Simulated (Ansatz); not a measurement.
Reaction (SMILES): S (H2S) → H2S+ (doublet, bonded as S) + e-
B3LYP-D3(BJ)/def2-TZVP geometries, fixed; electronic energies without zero-point terms.
Largest species:
```
S
H 1 1.3426
H 1 1.3426 2 92.55
```
Charge 0, spin multiplicity 1.

Basis-set convergence of the adiabatic ionisation energy at MP2 with Ansatz (a program for electronic structure). Cartesian d functions, on some or all atoms, in 6-31+G*; all else is spherical. Cores are frozen. Open shells are unrestricted. No added dispersion term, no relativity. Functions are those of the species that has most. Reference: Hartree-Fock in aug-cc-pV(Q+d)Z plus the correlation part extrapolated as X^-3 from aug-cc-pV(T+d)Z and aug-cc-pV(Q+d)Z, 10.514 eV, itself unsure by roughly 0.018 eV (a third of the extrapolation step and of the last Hartree-Fock step). Deviations are taken from unrounded values.

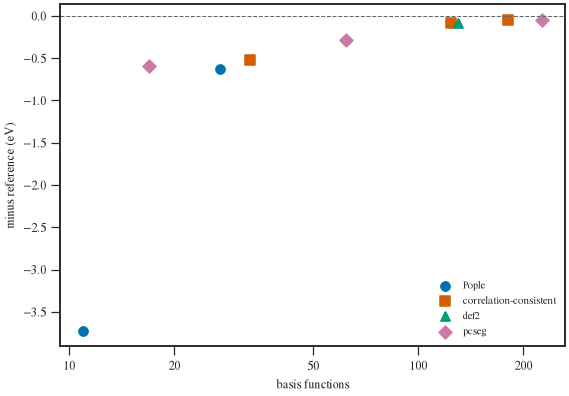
Deviation from the reference against the number of basis functions, by family of sets.

```csv
basis,functions,adiabatic ionisation energy (eV),minus reference (eV)
STO-3G,11,6.793,-3.722
pcseg-0,17,9.923,-0.592
6-31+G*,27,9.884,-0.631
cc-pV(D+d)Z,33,9.993,-0.522
pcseg-2,62,10.229,-0.285
cc-pV(Q+d)Z,124,10.433,-0.081
def2-QZVPP,130,10.436,-0.079
aug-cc-pV(Q+d)Z,181,10.462,-0.053
pcseg-4,227,10.468,-0.046
```
